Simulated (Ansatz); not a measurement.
Cost and result by functional for the surface energy of the (21-33) surface of hcp Zr in its 1x1 cell, outermost plane spacing 0.15 Å in the ideal cut, in Ansatz (plane waves, PAW). Single points on the PBE structure, on one kind of machine; costs are rough ratios of the slab run's core time (references not counted) to the cheapest single point. r2SCAN's cost holds its higher cutoff (500 against 420 eV). Differences are taken against r2SCAN for comparison alone: no measured value is at hand, so the table doesn't rank accuracy.

Model: 24-atom slab, 10.1 Å thick at the start (thin: gaps and levels are the slab's own), 6x5x1 mesh, Fermi-Dirac 0.1 eV, dipole correction, all atoms relaxed; held to the start's symmetry, so lower structures may exist; no spin, no spin-orbit, no U. These notes are the PBE run's.

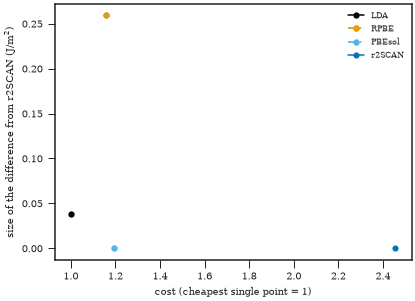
Figure: Difference from r2SCAN against cost

```json
[
 {"functional": "LDA", "relative cost": "1", "surface energy (J/m²)": "1.89", "less r2SCAN (J/m²)": "0.04"},
 {"functional": "RPBE", "relative cost": "1", "surface energy (J/m²)": "1.59", "less r2SCAN (J/m²)": "-0.26"},
 {"functional": "PBEsol", "relative cost": "1", "surface energy (J/m²)": "1.85", "less r2SCAN (J/m²)": "0.00"},
 {"functional": "r2SCAN", "relative cost": "2", "surface energy (J/m²)": "1.85", "less r2SCAN (J/m²)": "0.00"},
 {"functional": "PBE (the relaxed run's value)", "relative cost": "–", "surface energy (J/m²)": "1.70", "less r2SCAN (J/m²)": "-0.15"}
]
```

The values span 0.30 J/m², while the single points' costs differ by a factor of roughly 2. Differences are of unrounded values.

Ansatz is a quantum-chemistry and plane-wave program.
